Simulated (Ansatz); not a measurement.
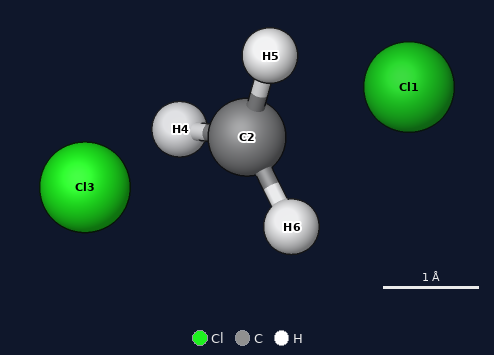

**Figure 1.** The input geometry (ball-and-stick view, seen at a tilt; atoms are numbered from 1 in the order of the input). Bond lengths as drawn: C–H 1.07 Å.

# CH3Cl2 (charge −1): single-point calculation

CH3Cl2, charge −1, computed with RKS PBE0-D4/def2-TZVPPD (Ansatz 0.2.0).

The geometry is a transition state. The reaction was set up to form C2–Cl3 and to break Cl1–C2 (atoms counted from 1 in the order of the input); sticks are drawn by distance alone. The geometry comes from this level: PBE0-D4/def2-TZVP.

Log:
```
Functional definition: PBE0
  name "PBE0"
  cite "Adamo & Barone, J. Chem. Phys. 110, 6158 (1999) doi:10.1063/1.478522"
  cite "Perdew, Burke & Ernzerhof, Phys. Rev. Lett. 77, 3865 (1996) doi:10.1103/PhysRevLett.77.3865"
  parent pbe
  parameter a = 0.25
  parameter kappa = 0.804
  parameter beta = 0.06672455060314922
  exchange = (1 - a)*pbe_x(kappa = kappa, mu = beta*pi^2/3) + a*exact_x
  correlation = pbe_c(beta = beta)
1019 factors; their error is unknown
mean field evaluation 1: about -26123.9302 eV, gradient 1.7e1 eV
mean field evaluation 2: about -26123.8320 eV, gradient 1.8e1 eV
mean field evaluation 4: about -26124.6274 eV, gradient 7.7e-1 eV
mean field evaluation 8: about -26124.6886 eV, gradient 1.4e-2 eV
mean field -26124.68859560 eV, -960.0645979382 hartree, gradient 3.0e-5 eV, S^2 0.000000; 0 other end points of the search recorded, 0 dependent functions left out
reference -26124.68863760 eV, -960.0645994820 hartree; 22, 22 occupied and 168, 168 virtual orbitals, 1019 factors
Total energy: -26124.77672849 eV, -960.0678367624 hartree
```

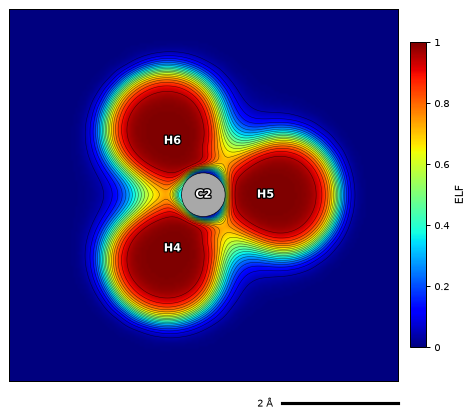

**Figure 2.** Electron localisation function on the plane of atoms H4, C2 and H5. Grey discs, where drawn, cover atomic cores. The plane passes through C and H nuclei.

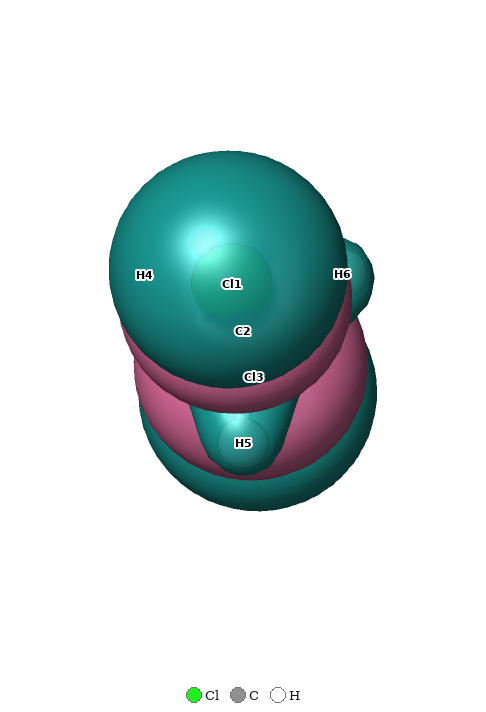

**Figure 3.** The HOMO at ±0.1 Å⁻³ᐟ² (teal and pink are the two phases), seen at an oblique angle. Its energy is −2.68 eV.

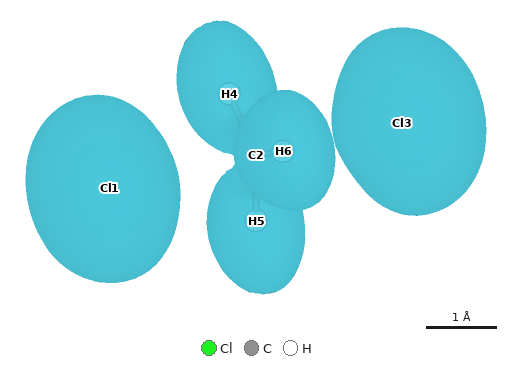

**Figure 4.** Isosurface of the electron localisation function at 0.75 (cyan), seen at a tilt. Only the valence region is drawn (cores and ρ < 0.01 e/Å³ removed). Values along the shortest contacts: C2···Cl3 (2.30 Å): the ELF peaks at about 0.85 between the atoms. C–Cl (2.30 Å): the ELF peaks at about 0.85 between the atoms.

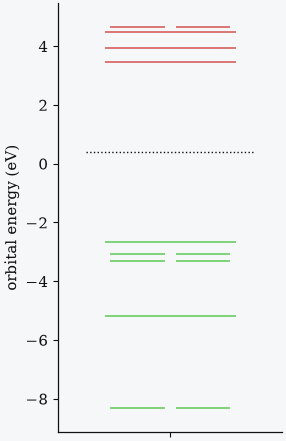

**Figure 5.** Orbital energies near the frontier; the dotted line parts filled from empty levels, and levels within 0.02 eV of each other stand side by side. Highest filled −2.68 eV, lowest empty 3.46 eV, 6.14 eV apart.

This output came from the following input.

Input:
```yaml
crystal:
  periodic: [false, false, false]
  atoms:
    - {symbol: Cl, position_ang: [-1.502469, -0.209385, 1.733719]}
    - {symbol: C, position_ang: [-0.000083, -0.000011, 0.000096]}
    - {symbol: Cl, position_ang: [1.502224, 0.209352, -1.733438]}
    - {symbol: H, position_ang: [-0.385117, -0.897387, -0.442357]}
    - {symbol: H, position_ang: [0.812415, -0.052139, 0.697542]}
    - {symbol: H, position_ang: [-0.426970, 0.949570, -0.255563]}
basis:
  gaussian: {orbitals: "def2-TZVPPD.json"}
total_charge: -1
hamiltonian: {xc: pbe0, dispersion: d4}
output: {orbitals: {seedname: orbitals}}
```

Command:
```bash
ansatz run in.yaml --threads 2 --pin off --events-out ev --progress --plain --max-ram 4352MiB
```

Key numbers:

```tsv
quantity	value
outcome	converged
total energy	−26124.7767 eV
mean-field energy	−26124.6886 eV
dispersion energy	−0.0881 eV
SCF solution under orbital rotations	stable
HOMO	−2.68 eV
LUMO	3.46 eV
hardware	2 threads of Arm Neoverse V2, 23 GiB of memory available, shared host
wall time	2.3 s (CPU time 4.5 s)
peak memory	0.4 GiB
```
